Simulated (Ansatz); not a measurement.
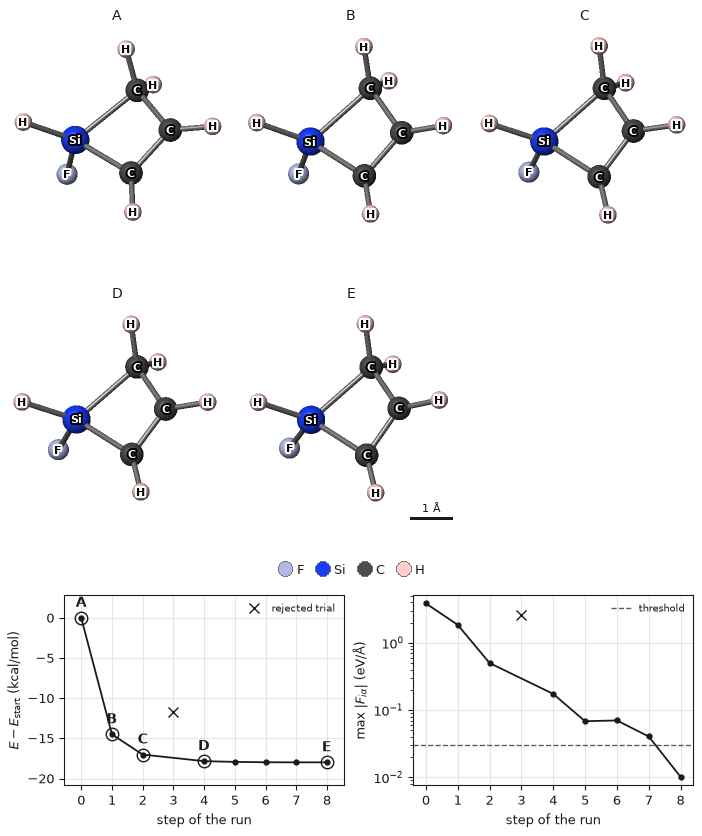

Frames of a relaxation of C$_{3}$H$_{5}$FSi (coarse preliminary run), marked on the history of the run. A ball-and-stick model, seen at a tilt.

The start comes from a force field.

Theory: RKS PBE-D4/def2-SVP in Ansatz.

Input file:
```yaml
crystal:
  periodic: [false, false, false]
  atoms:
    - {symbol: F, position_ang: [-2.260800, -0.121500, 0.686900]}
    - {symbol: Si, position_ang: [-0.796800, 0.394600, 0.811300]}
    - {symbol: C, position_ang: [0.342700, -1.021700, 0.581500]}
    - {symbol: C, position_ang: [0.937700, -0.613500, -0.606100]}
    - {symbol: C, position_ang: [0.055800, 0.664000, -0.855800]}
    - {symbol: H, position_ang: [-0.496100, 1.339500, 1.933800]}
    - {symbol: H, position_ang: [0.620600, -1.882300, 1.223900]}
    - {symbol: H, position_ang: [1.655100, -1.073300, -1.252900]}
    - {symbol: H, position_ang: [0.647900, 1.608800, -0.846500]}
    - {symbol: H, position_ang: [-0.623000, 0.654000, -1.673100]}
basis:
  gaussian: {orbitals: def2-SVP}
hamiltonian: {xc: pbe, dispersion: d4}
relax: {f_tol: 0.03, max_steps: 200}
```

Command:
```bash
ansatz run in.yaml --threads 4 --pin off --events-out ev --progress --plain --max-ram 10444MiB
```

Describe the path.

Over 7 accepted moves (8 points after the start) the energy falls by 18.0 kcal/mol. The largest force component goes from 3.9 to 0.01 eV/Å. The line search rejected the trial step at point 3 of the run. The largest move after the best rigid fit is that of F1, 0.30 Å. By element the largest moves are F 0.30 Å, H 0.24 Å, C 0.13 Å, Si 0.06 Å. Among the contacts that change: F1–Si2 1.557 → 1.645 Å, C5–H10 1.062 → 1.110 Å, C4–C5 1.572 → 1.526 Å, C4–H8 1.070 → 1.109 Å. Bond angles that change, for instance: F1–Si2–H6 117.2° → 105.3°, C3–C4–C5 97.7° → 109.6°, F1–Si2–C3 108.6° → 119.6°. From step 0 to 1: H7 moves most (0.15 Å), energy −14.5 kcal/mol. From step 1 to 2: F1 moves most (0.10 Å), energy −2.51 kcal/mol. From step 2 to 4: F1 moves most (0.06 Å), energy −0.82 kcal/mol. From step 4 to 8: H8 moves most (0.12 Å), energy −0.15 kcal/mol.

```
step  E − E(0), kcal/mol  largest force component, eV/Å      note
   0                0.00                         3.8553          
   1              -14.50                         1.8510          
   2              -17.01                         0.5012          
   3              -11.70                         2.5681  rejected
   4              -17.84                         0.1742          
   5              -17.93                         0.0684          
   6              -17.97                         0.0702          
   7              -17.98                         0.0406          
   8              -17.98                         0.0102
```
